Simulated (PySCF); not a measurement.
## A study: Cl₄Si, SMILES `Cl[Si](Cl)(Cl)Cl`

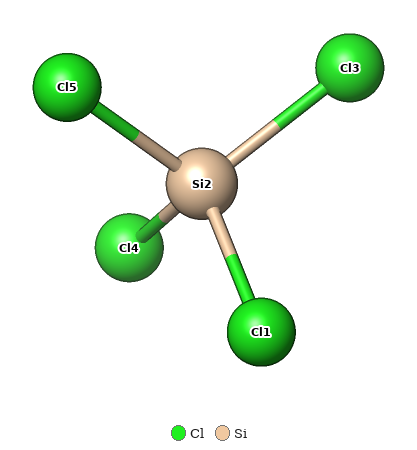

The molecule, with its atoms numbered as below. No frequency check shows the geometry to be a minimum.

Cartesian coordinates (Å):

```
Cl1      1.1631   -0.8544    1.4052
Si2     -0.0001    0.0000    0.0000
Cl3      1.1631    0.8544   -1.4052
Cl4     -1.1630   -1.4054   -0.8543
Cl5     -1.1630    1.4054    0.8543
```

## 1. Bonding charge

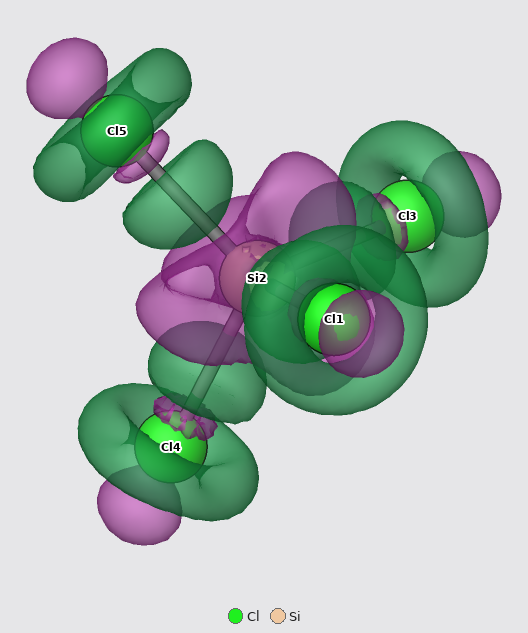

Deformation density (molecule less spherical, spin-averaged free atoms at the same positions), surfaces at ±0.05 e/Å³; green: gain, purple: loss.

Level of theory: B3LYP/6-311G** (PySCF), at a geometry from GFN2-xTB.

**Describe the bonding that the map shows.**

Si2–Cl5, Cl1–Si2, Si2–Cl3 and Si2–Cl4: +0.10 e/Å³ at the bond critical point (bond length 2.01 Å, Mayer order 1.0). In all, 1.2 electrons gather in the regions of gain relative to the promolecule. A small or negative value marks a very polar bond, one between electron-rich atoms, whose free-atom densities already overlap strongly, a long bond to a heavier atom, or a closed-shell contact such as a hydrogen bond.

**Where do the Hirshfeld charges lie?**

The highest Hirshfeld charge is on Si2 (+0.37 e), the lowest on Cl1, Cl3, Cl4 and Cl5 (−0.09 e).

## 2. Bond critical points

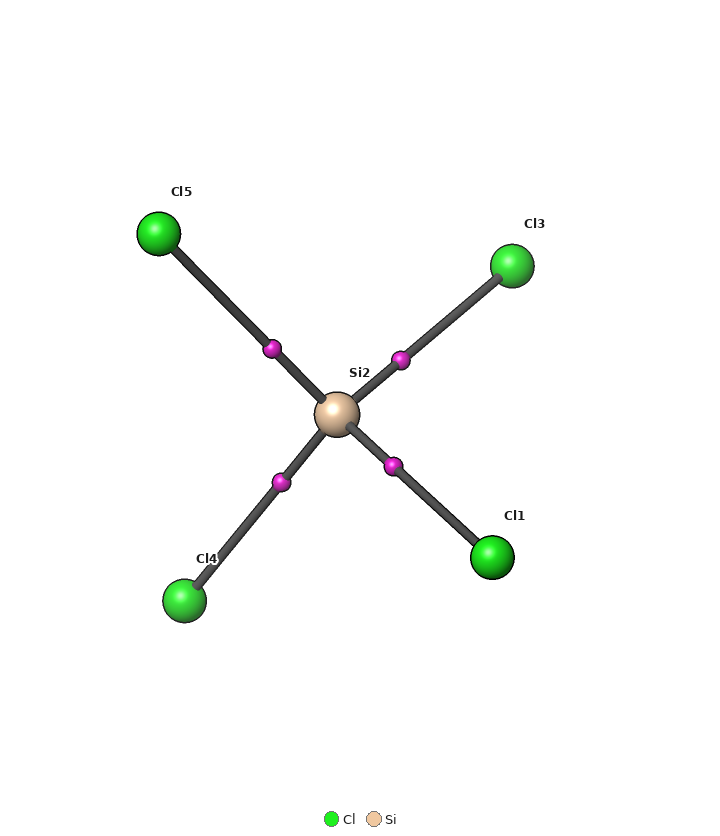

Molecular graph of the electron density (QTAIM): bond paths, bond critical points (magenta), ring points (cyan, if any); weak paths are dashed.

**How many critical points of each kind are there, and does the count close?**

5 nuclei, 4 bond, 0 ring and 0 cage critical points: 5 − 4 + 0 − 0 = 1, as the Poincaré–Hopf relation requires.

**Give the properties at the bond critical points.**

```tsv
bond	length (Å)	ρ (a.u.)	∇²ρ (a.u.)	ε	H (a.u.)
Si2–Cl5 (4 alike)	2.014	0.110	+0.23	0.00	−0.066
```

**What kind of interaction is Si2–Cl5?**

Polar or intermediate (positive Laplacian, negative energy density H): ρ = 0.110, ∇²ρ = +0.23, H = −0.066 a.u.

## 3. Local ionisation energy

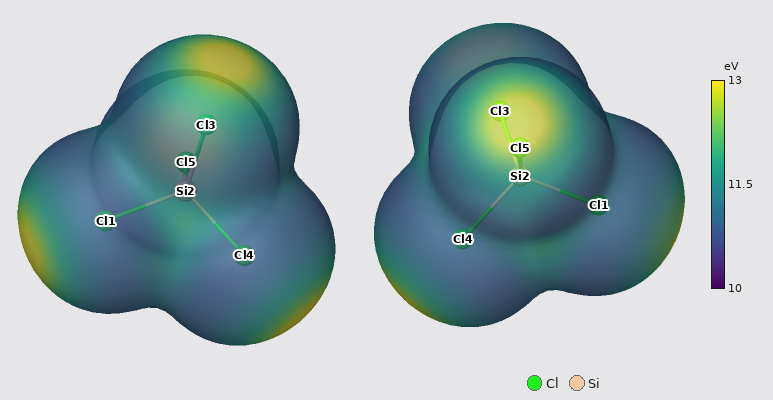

Average local ionisation energy on the surface of electron density 0.001 a.u. (back view left, front view right).

**Where are the most loosely bound electrons on this surface?**

The lowest value is 10.8 eV, 2.1 Å from Cl1, and at like points elsewhere. For comparison, the highest occupied orbital lies at −9.5 eV.

## 4. In an electric field

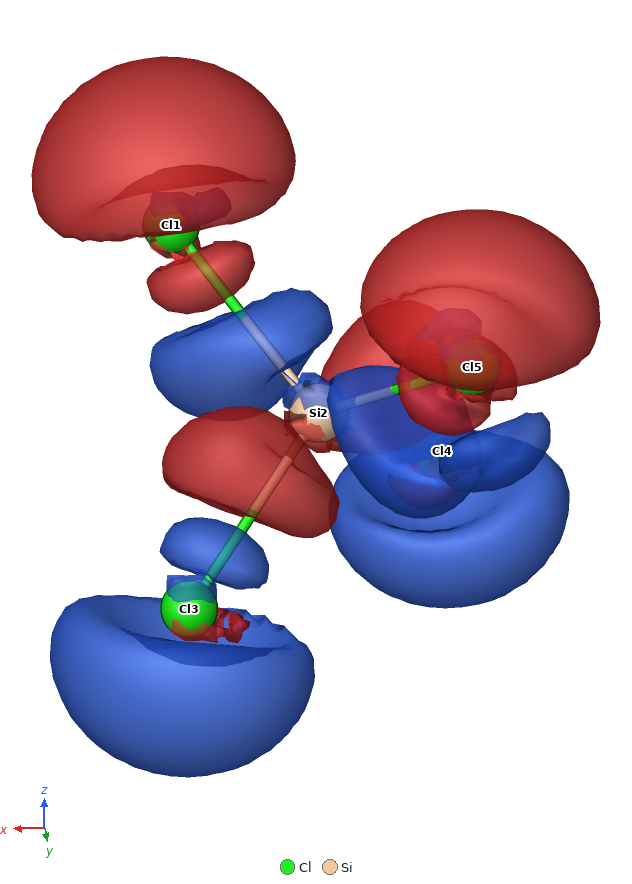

Change of the electron density in a uniform field of 0.21 V/Å, surfaces at ±0.0015 e/Å³ (red: gain, blue: loss).

Method: B3LYP/def2-SVP; geometry: GFN2-xTB; program: PySCF. A basis without diffuse functions makes polarisabilities too small.

The field was applied in both directions; the picture shows the one opposite to the script's first.

**Along which Cartesian direction does the field point?**

Along −z: electrons gather on the +z side, against the field.

**What dipole is induced, and what polarisability does it imply?**

The induced dipole is 0.52 D (along the field); α along this axis, from the fields in both directions, is 52 bohr³ (7.6 Å³).

## 5. Localised orbitals

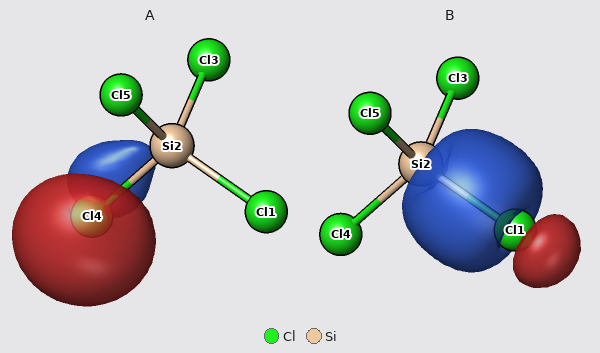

Foster–Boys orbitals, occupied; each surface holds about 85 % of the orbital's density. Energies are diagonal elements of the Fock matrix.

Level of theory: r2SCAN/def2-SVP (PySCF), at a geometry from GFN2-xTB.

**What does each orbital represent in a Lewis picture?**

By panel:
- A: lone pair on Cl4 (sp2.6-type) (Cl4 96 %, Si2 3 %; −12.3 eV)
- B: σ bond Cl1–Si2 (Cl1 70 %, Si2 29 %; −15.7 eV)

**How do all the valence pairs divide up?**

16 pairs: 12 lone pairs and 4 σ bonds.

## 6. Stretching a bond

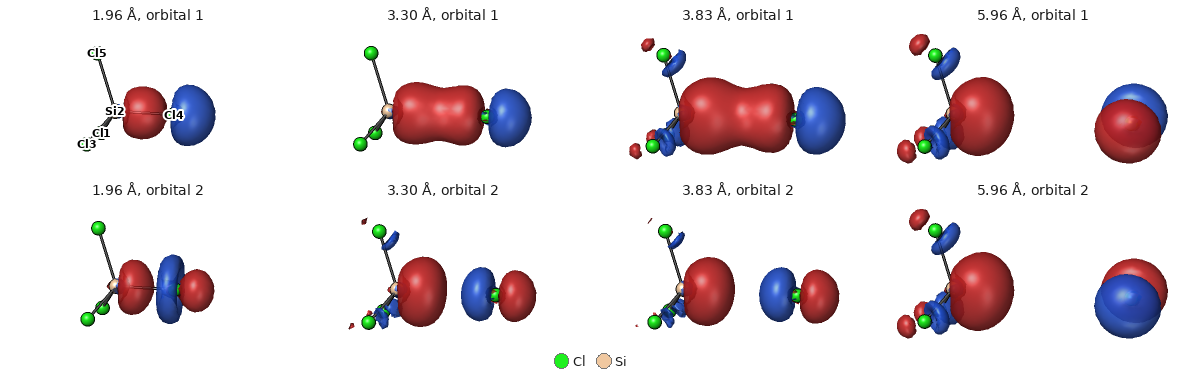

Rigid stretch of the Si2–Cl4 bond. The two CASSCF(2,2) natural orbitals nearest half filling (orbital 1 the more occupied).

Computed with PySCF, cc-pVDZ basis, geometry: GFN2-xTB.

**How do the occupations change along the stretch?**

1.96 Å: 1.99 and 0.01; 3.30 Å: 1.72 and 0.28; 3.83 Å: 1.42 and 0.58; 5.96 Å: 1.00 and 1.00. At the longest distance computed (5.96 Å) they are 1.00 and 1.00, and the effective number of unpaired electrons is 2.0.

**Where does the UHF solution part from RHF?**

Between 2.56 Å (⟨S²⟩ = 0, the two coincide) and 2.88 Å (⟨S²⟩ = 0.29); at 5.96 Å ⟨S²⟩ is 1.01 and UHF lies 4.0 eV below RHF.

**How much energy does the stretch cost?**

By CASSCF, 3.8 eV from the lowest point of the scan (2.13 Å) to 5.96 Å; RHF gives 7.3 eV from its own lowest point. The fragments aren't relaxed and dynamic correlation is missing, so this isn't a bond dissociation energy.

The PySCF runs shown took 13 s, 18 s, 13 s and 4.3 min on 1 thread of Intel(R) Xeon(R) Platinum 8259CL CPU @ 2.50GHz (Skylake/Cascade Lake), on a shared host.
